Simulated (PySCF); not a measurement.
**What a change does: NMR shielding calculation on C₄H₁₀ClFSi**

System: C₄H₁₀ClFSi (TMS-CHClF), SMILES C[Si](C)(C)[C@H](F)Cl.
Method of the first run: GIAO wB97X-D/pcSseg-2 NMR shielding, non-relativistic, IEF-PCM chloroform (PySCF 2.14.0).

The geometry comes from this level: PBE0-D3(BJ)/def2-TZVP. Text and figures count atoms from 1; the logs count them from 0 in places.

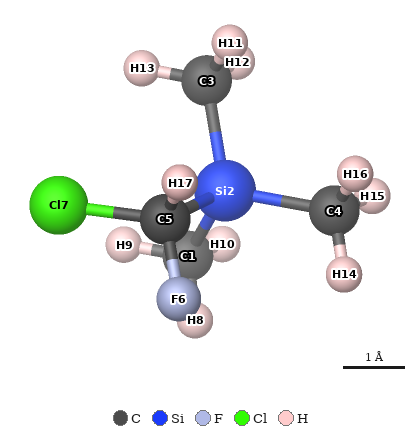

Figure 1. The structure as given in the input (ball-and-stick view, seen at a tilt; atoms are numbered from 1 in the order of the input). Bond lengths as drawn: C–Cl 1.79 Å, C–F 1.37 Å, C–H 1.09 Å and C–Si 1.86 to 1.92 Å.

## The input, the first run
```
{"job": {"kind": "nmr", "xc": "wB97X-D", "basis": "pcSseg-2", "pop": false, "solvent": "chloroform"}, "charge": 0, "multiplicity": 1}
C     -0.859190    -0.617087    -1.546105
Si     0.066902    -0.059351    -0.028158
C      1.569198     0.964346    -0.453359
C      0.515057    -1.502298     1.072011
C     -1.112249     1.053576     0.994368
F     -2.220021     0.345442     1.394951
Cl    -1.650309     2.454110     0.023026
H     -1.775696    -1.143781    -1.270032
H     -1.132553     0.235589    -2.170821
H     -0.244722    -1.296108    -2.143369
H      2.114778     1.265925     0.444475
H      2.255614     0.392393    -1.083183
H      1.283840     1.867045    -0.997768
H     -0.375647    -2.061239     1.368214
H      1.185902    -2.189357     0.548902
H      1.024415    -1.167569     1.979348
H     -0.659271     1.483949     1.890953
```

The first line tells a small driver script what to run in PySCF; the rest is the geometry in Å.

Command:
```bash
OMP_NUM_THREADS=2 python <driver script> task.json out
```

Hardware: 2 CPU threads, shared host.

## Output (the first run)
```
coarse grid: 14880 points
cycle   1  E = -1007.9720985764  dE =  5.807e-01  |g| = 6.709e-01  |ddm| = 2.718e+00
cycle   2  E = -1007.9742495646  dE = -2.151e-03  |g| = 7.374e-01  |ddm| = 6.960e-01
cycle   3  E = -1008.0640971147  dE = -8.985e-02  |g| = 7.003e-02  |ddm| = 3.456e-01
cycle   4  E = -1008.0649138388  dE = -8.167e-04  |g| = 3.339e-02  |ddm| = 5.899e-02
cycle   5  E = -1008.0651297483  dE = -2.159e-04  |g| = 5.788e-03  |ddm| = 2.637e-02
cycle   6  E = -1008.0651390303  dE = -9.282e-06  |g| = 2.079e-03  |ddm| = 9.682e-03
final grid: 133832 points
cycle   7  E = -1008.0851183551  dE = -3.956e-04  |g| = 1.179e-02  |ddm| = 4.995e-02
cycle   8  E = -1008.0851231450  dE = -4.790e-06  |g| = 1.145e-02  |ddm| = 1.194e-02
cycle   9  E = -1008.0851429541  dE = -1.981e-05  |g| = 1.356e-03  |ddm| = 4.858e-03
cycle  10  E = -1008.0851432013  dE = -2.472e-07  |g| = 6.126e-04  |ddm| = 1.005e-03
cycle  11  E = -1008.0851432761  dE = -7.475e-08  |g| = 6.104e-05  |ddm| = 4.074e-04
cycle  12  E = -1008.0851432777  dE = -1.635e-09  |g| = 2.823e-05  |ddm| = 1.178e-04
cycle  13  E = -1008.0851432780  dE = -2.563e-10  |g| = 1.054e-05  |ddm| = 4.191e-05
converged SCF energy = -1008.0851432780

GIAO shielding tensors (ppm)
atom      isotropic    diamagn.    paramagn.     s11        s22        s33       span
  0 C      193.820     246.890     -53.070    189.876    192.166    199.418      9.542
  1 Si     335.286     879.136    -543.850    321.300    336.247    348.310     27.010
  2 C      190.796     247.337     -56.541    187.398    189.913    195.079      7.681
  3 C      190.536     247.115     -56.579    186.921    188.907    195.779      8.858
  4 C       74.576     246.543    -171.967     33.473     67.536    122.719     89.246
  5 F      371.631     468.252     -96.621    277.138    344.574    493.180    216.041
  6 Cl     761.208    1147.346    -386.137    452.195    812.489   1018.941    566.746
  7 H       31.347      30.852       0.495     27.116     28.870     38.053     10.938
  8 H       31.150      30.980       0.170     26.219     29.828     37.403     11.184
  9 H       31.598      30.992       0.606     27.292     28.689     38.812     11.519
 10 H       31.573      31.213       0.360     27.531     28.602     38.585     11.053
 11 H       31.526      31.078       0.448     27.318     28.649     38.611     11.293
 12 H       31.374      31.268       0.106     26.411     30.408     37.302     10.891
 13 H       31.286      30.993       0.293     26.831     29.315     37.710     10.879
 14 H       31.461      31.019       0.442     27.231     28.795     38.357     11.126
 15 H       31.501      31.145       0.356     27.242     28.726     38.536     11.294
 16 H       25.297      29.991      -4.694     22.587     25.577     27.726      5.138
```

The input of the second run differs as follows (lines with − go, lines with + come):
```diff
-"xc": "wB97X-D"
+"xc": "WP04"
```

How does the second run compare with the first run?

The total energies belong to different methods, so their difference says nothing on which is more stable or more accurate. The HOMO goes from −9.79 to −9.12 eV. The LUMO goes from 2.14 to −1.60 eV. The dipole moment goes from 3.13 to 3.17 D. Of all shieldings, the largest change is that of Cl7, by −37.9 ppm. The functional changes from wB97X-D to WP04. Exact exchange removes part of the self-interaction error of semilocal functionals, which pushes filled and empty levels apart. The SCF takes 14 iterations against 13.

## Output (the second run)
```
coarse grid: 14880 points
cycle   1  E = -1021.2660775197  dE =  3.661e-01  |g| = 1.115e+00  |ddm| = 2.766e+00
cycle   2  E = -1021.0381744007  dE =  2.279e-01  |g| = 1.565e+00  |ddm| = 1.405e+00
cycle   3  E = -1021.4955845892  dE = -4.574e-01  |g| = 2.455e-01  |ddm| = 8.817e-01
cycle   4  E = -1021.5058553519  dE = -1.027e-02  |g| = 5.615e-02  |ddm| = 1.512e-01
cycle   5  E = -1021.5064674804  dE = -6.121e-04  |g| = 1.387e-02  |ddm| = 3.820e-02
cycle   6  E = -1021.5065042718  dE = -3.679e-05  |g| = 3.408e-03  |ddm| = 1.303e-02
cycle   7  E = -1021.5065062058  dE = -1.934e-06  |g| = 5.562e-04  |ddm| = 2.735e-03
final grid: 133832 points
cycle   8  E = -1021.5183346971  dE = -1.914e-04  |g| = 1.068e-02  |ddm| = 4.840e-02
cycle   9  E = -1021.5183142629  dE =  2.043e-05  |g| = 1.458e-02  |ddm| = 1.337e-02
cycle  10  E = -1021.5183590599  dE = -4.480e-05  |g| = 1.856e-03  |ddm| = 8.067e-03
cycle  11  E = -1021.5183594824  dE = -4.225e-07  |g| = 7.700e-04  |ddm| = 1.216e-03
cycle  12  E = -1021.5183595904  dE = -1.080e-07  |g| = 1.155e-04  |ddm| = 4.119e-04
cycle  13  E = -1021.5183595926  dE = -2.187e-09  |g| = 2.481e-05  |ddm| = 1.011e-04
cycle  14  E = -1021.5183595927  dE = -1.216e-10  |g| = 5.955e-06  |ddm| = 2.477e-05
converged SCF energy = -1021.5183595927

GIAO shielding tensors (ppm)
atom      isotropic    diamagn.    paramagn.     s11        s22        s33       span
  0 C      180.593     245.847     -65.254    177.576    178.969    185.233      7.657
  1 Si     324.670     882.812    -558.142    307.687    327.485    338.837     31.149
  2 C      178.156     246.231     -68.075    175.191    177.227    182.050      6.859
  3 C      177.660     245.749     -68.090    174.337    176.275    182.367      8.030
  4 C       54.952     246.986    -192.034     10.892     50.999    102.966     92.074
  5 F      361.125     472.130    -111.005    264.969    346.024    472.382    207.413
  6 Cl     723.339    1151.309    -427.970    397.943    748.323   1023.752    625.809
  7 H       31.551      31.168       0.383     27.731     29.333     37.587      9.856
  8 H       31.370      31.203       0.167     26.884     30.253     36.974     10.090
  9 H       31.821      31.272       0.549     27.912     29.142     38.408     10.496
 10 H       31.795      31.467       0.328     28.149     29.068     38.169     10.020
 11 H       31.756      31.329       0.427     27.928     29.103     38.236     10.307
 12 H       31.588      31.428       0.160     27.040     30.800     36.924      9.884
 13 H       31.522      31.181       0.341     27.468     29.756     37.344      9.876
 14 H       31.697      31.224       0.473     27.852     29.236     38.001     10.149
 15 H       31.721      31.341       0.379     27.872     29.199     38.091     10.219
 16 H       25.540      29.945      -4.405     22.993     25.686     27.940      4.946
```

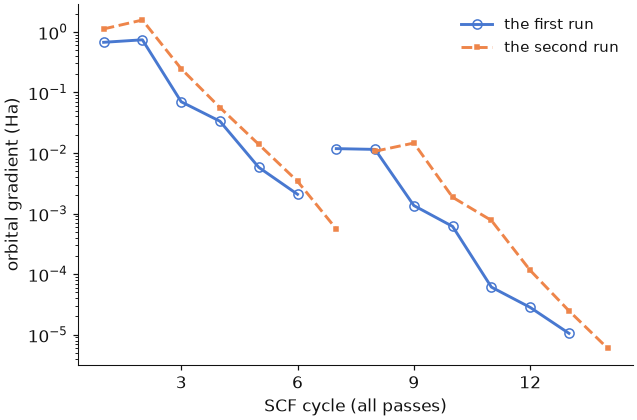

Figure 2. Convergence of the two runs: orbital gradient against the SCF cycle. A break in a curve parts two SCF passes (coarse and final grid). The first run takes 13 cycles in all, and the second run takes 14.

## The two runs side by side

```csv
quantity,the first run,the second run
outcome,converged,converged
total energy (hartree),−1008.085143,−1021.518360
HOMO (eV),−9.79,−9.12
LUMO (eV),2.14,−1.60
dipole moment (D),3.13,3.17
shielding of C1 (ppm),193.8,180.6
shielding of Si2 (ppm),335.3,324.7
shielding of C3 (ppm),190.8,178.2
shielding of C4 (ppm),190.5,177.7
shielding of C5 (ppm),74.6,55.0
shielding of F6 (ppm),371.6,361.1
shielding of Cl7 (ppm),761.2,723.3
SCF iterations,13,14
basis functions,406,406
wall time (shared host),3 min,2.1 min
```
